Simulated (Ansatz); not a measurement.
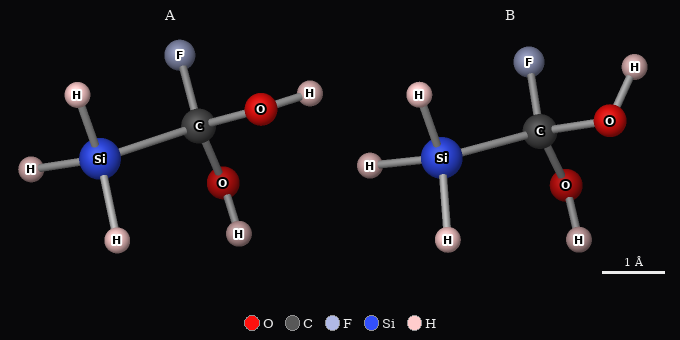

Two geometries of CH₅FO₂Si (coarse preliminary run), drawn at one scale. One is the start of a relaxation, the other its converged end. Style: ball-and-stick. Shown at a tilt.

Theory: RKS PBE-D4/def2-SVP (Ansatz 0.2.0). Settings: force threshold 0.03 eV/Å; at most 200 steps.

Question: Which of the two is the end point?

Answer: Structure A is the relaxed one. The start comes from a force field. The energy falls by 0.789 eV in 9 geometry steps. The largest force component goes from 5.1 to 0.023 eV/Å. An H atom moves most after the best rigid fit: 0.49 Å. Largest moves by element: H 0.49 Å, O 0.26 Å, F 0.23 Å, C 0.09 Å, Si 0.06 Å. Among the contacts that change: C–F 1.284 → 1.390 Å, C–Si 1.881 → 1.940 Å, H–O 1.032 → 0.976 Å, H–Si 1.544 → 1.500 Å. Among the angles between lasting bonds that change: O–C–O 104.2° → 112.4°, O–C–Si 116.2° → 108.7°, C–Si–H 113.2° → 107.8°. Groups turn about C–O by about 45°.
